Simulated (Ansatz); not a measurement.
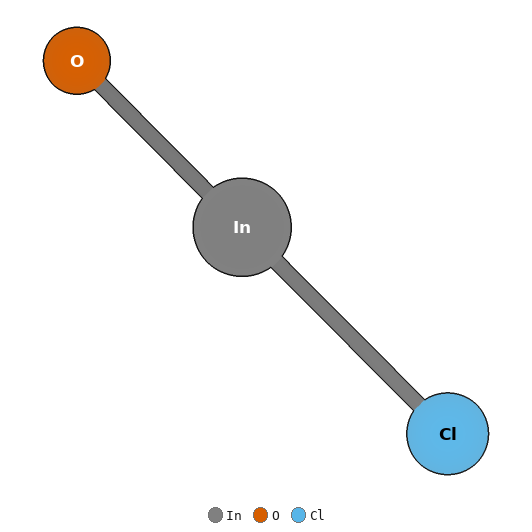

**Give the formula.**

InClO, 3 atoms: 1 indium, 1 chlorine and 1 oxygen.

**How many bonds of each kind are drawn?**

1 In–O, 1 Cl–In. Sticks follow a distance rule.

The parts below concern this one geometry. Atoms keep their numbers from picture to picture. The computed structure is the end point of a PBE0-D4/def2-TZVP optimisation.

**Symmetry**

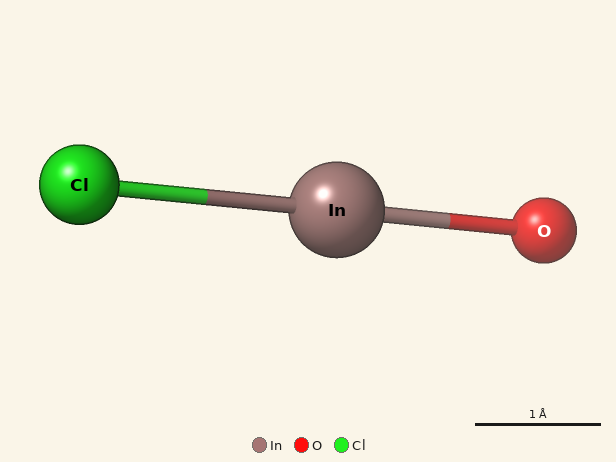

Depth is shown by fading: the farther an atom, the more it takes the colour of the background. Masses are those of the most abundant isotopes; constants are for the rigid equilibrium geometry.

**Classify the rotor and give the rotational constants (cm⁻¹).**

A linear rotor (C∞v) with B = 0.0774 cm⁻¹.

**Dipole moment**

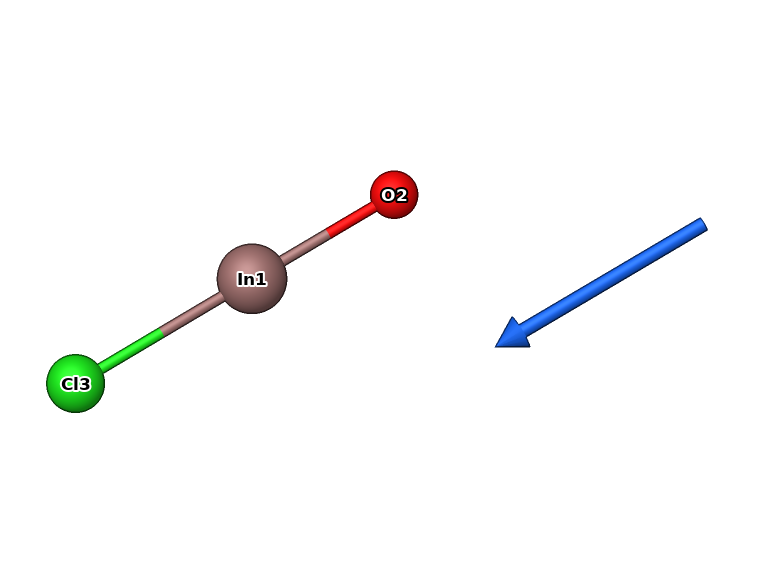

The arrow beside the molecule shows the direction of the dipole moment, from the negative to the positive end (its length means nothing). Method: RKS PBE0-D4/def2-TZVP, core potentials on In (Ansatz 0.2.0).

**Estimate the dipole moment.**

3.02 D; it points from the side of O2 to the side of Cl3 (the outermost atoms at the two ends).

**Charges**

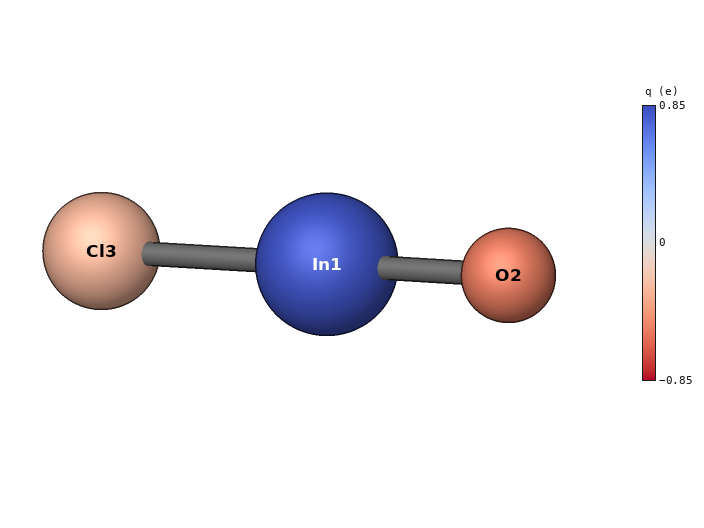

Atoms are coloured by their Mulliken charges. Level of theory: RKS PBE0-D4/def2-TZVP, core potentials on In (Ansatz 0.2.0).

List the Mulliken charges.

```csv
atom,value (e)
In1,0.81
O2,−0.53
Cl3,−0.28
```

**Electronic properties**

Method: RKS PBE0-D4/def2-TZVPP, core potentials on In (Ansatz 0.2.0).

**Estimate the LUMO energy (Kohn–Sham orbital).**

−2.74 eV.

**What is the HOMO energy (Kohn–Sham orbital)?**

−7.76 eV.

Mulliken values depend strongly on the basis set and can even reverse the polarity of a bond.
